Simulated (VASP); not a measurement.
Band structure of KI (rock salt). Level of theory: revPBE GGA, VASP's PBE PAW potentials (set 64) (plane waves; VASP 6.6.1).

Unless said otherwise, spin-orbit coupling is left out, though it shifts the bands of the heavy elements here.

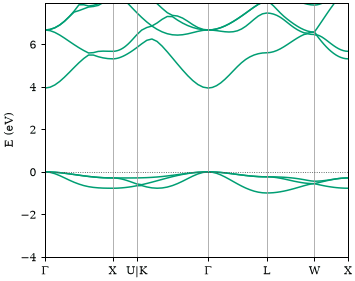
Bands along high-symmetry lines, zero at the valence-band maximum or, without a gap, the Fermi level

**Question.** Read the plot: is there a gap, and where are the band edges?

**Answer.** The gap is direct, 3.94 eV, from the valence maximum at Γ to the conduction minimum at Γ. (Edges off the drawn lines would not show.)

Measured: gap 6.10 eV (computed value off by -2.16 eV), as given by Aguado et al., (1998), arXiv:cond-mat/9809176.

The compound is KI in the rock salt structure. It was relaxed first, which changed the volume by +14 %.
